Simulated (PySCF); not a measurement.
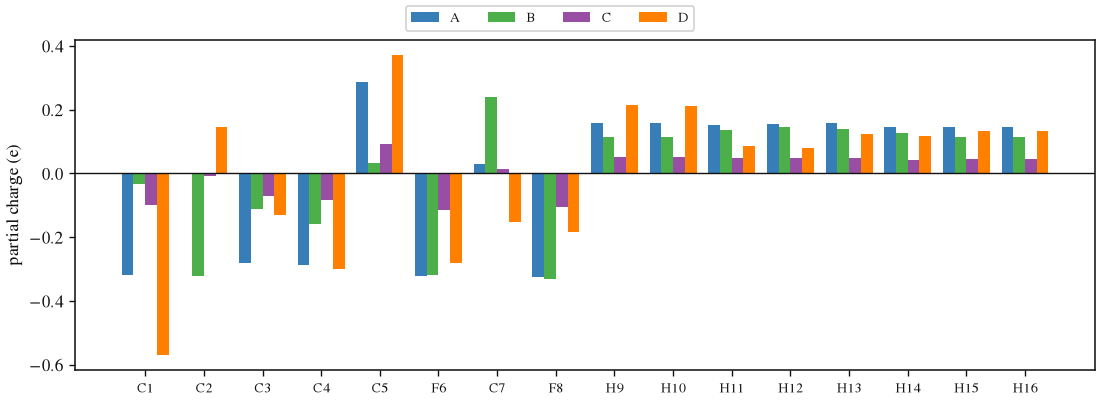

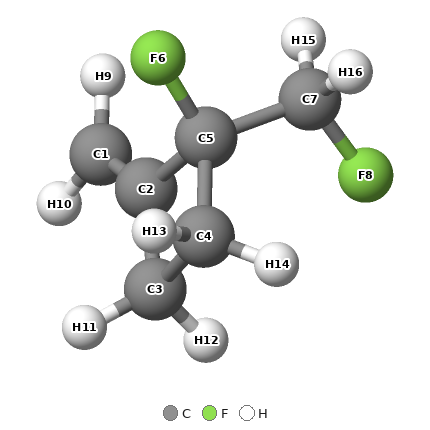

Atomic charges of C₆H₈F₂, SMILES C=C1CC[C@@]1(F)CF by 4 schemes, PBE0/pcSseg-1 in PySCF, at a GFN2-xTB geometry (no frequency check).

Question: The schemes are ESP fit, Hirshfeld, IAO and Mulliken. Which series is which?

Answer: A: IAO (C1 −0.32 e); B: Mulliken (C1 −0.03 e); C: Hirshfeld (C1 −0.10 e); D: ESP fit (C1 −0.57 e).

Caveats: the tight-binding geometry is rougher than a DFT one and adds to the error; one conformer of a flexible molecule.
